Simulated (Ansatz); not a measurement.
The starting structures come from a database of crystals and need not be the phases stable at ambient conditions.

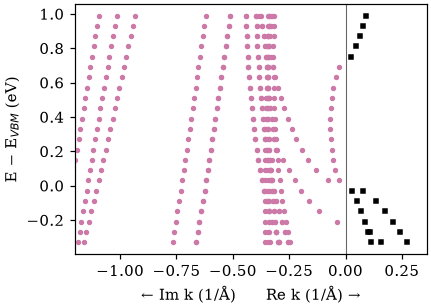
Figure: Complex bands at the centre of the two-dimensional zone; PBEsol run with Ansatz (a program for electronic structure)

The gap is the functional's own, uncorrected, and κ follows it; spin-orbit coupling is left out. Mid-gap values are interpolated between the computed energies.

### Question
This is Cd(InSe₂)₂ (I-42m, not sure to be the ambient phase, 7 atoms a cell, 29.2 Å³ an atom) along the normal of (100). Read off the slowest decay at the centre of the two-dimensional zone at 0.39 eV, the computed energy nearest the middle of the gap.

### Answer
κ ≈ 0.07 1/Å, a decay length 1/(2κ) of the density of 7.5 Å.
